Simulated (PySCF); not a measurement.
Potential energy surface of H₃, doublet: collinear H-H-H surface. Scanned: first H-H distance and second H-H distance.

Method: unrestricted B3LYP/6-31G*, spherical d run with PySCF.

Energy in kJ/mol above the lowest grid point; x is the first H-H distance (Å), y the second H-H distance (Å).

```
y \ x   0.63   0.69   0.75   0.81   0.87   0.92  1.02   1.14   1.21   1.34   1.56   1.74   2.15
-----  -----  -----  -----  -----  -----  -----  ----  -----  -----  -----  -----  -----  -----
2.15    30.0    5.9    0.0    6.4   21.1   37.6  77.7  131.6  163.7  221.7  305.1  351.7  404.2
1.86    33.1    8.4    1.9    7.6   21.5   37.4  76.0  127.7  158.3  212.4  286.5  327.2  373.2
1.49    44.1   17.0    8.0   11.0   22.0   35.3  68.0  111.2  135.7  176.8  228.3  254.4  281.5
1.37    50.5   21.9   11.2   12.4   21.5   32.9  61.7   99.4  120.5  154.9  196.1  215.8  234.5
1.20    63.7   31.8   17.4   14.6   19.4   27.1  47.8   74.9   89.8  113.1  138.7  149.7  159.1
1.11    73.8   39.3   22.1   16.4   18.1   23.1  38.2   58.7   69.8   86.8  104.7  111.9  117.9
1.03    85.6   48.3   28.1   19.2   17.6   19.8  29.3   43.4   51.1   62.7   74.3   78.6   82.0
0.96    99.3   58.9   35.6   23.6   18.7   18.2  22.4   30.7   35.4   42.5   49.1   51.3   52.8
0.88   120.5   76.2   48.9   32.7   23.8   19.9  17.8   19.5   21.0   23.2   24.7   24.6   24.1
0.79   156.0  106.6   74.0   52.8   38.9   31.1  21.8   16.3   14.3   11.5    7.9    5.7    3.2
0.74   183.9  131.3   95.7   71.5   54.8   44.8  31.5   22.1   18.3   13.0    6.8    3.5    0.0
0.69   220.3  164.5  125.8   98.5   78.9   66.7  49.6   36.5   31.1   23.4   14.7   10.4    5.9
0.63   280.2  220.3  177.7  146.7  123.8  109.0  87.4   70.2   62.8   52.4   41.1   35.6   30.0
```

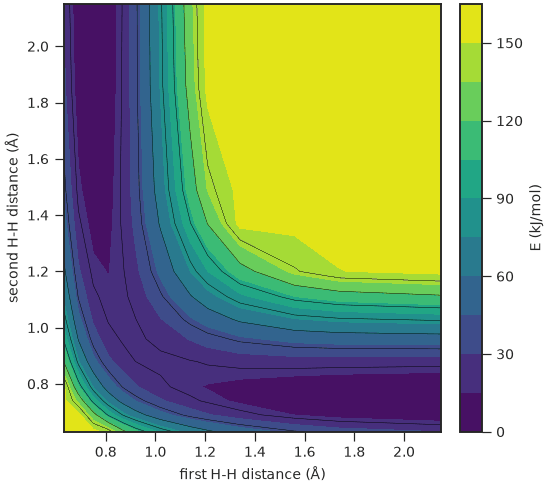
*Energy surface, cut off at 154 kJ/mol.*

Points that lie below all their neighbours on the grid: x = 2.15, y = 0.74 on the edge of the grid (0.0 kJ/mol); x = 0.75, y = 2.15 on the edge of the grid (0.0 kJ/mol). The lowest path on the grid from the first to the second passes x = 0.92, y = 0.96 at 18.2 kJ/mol.
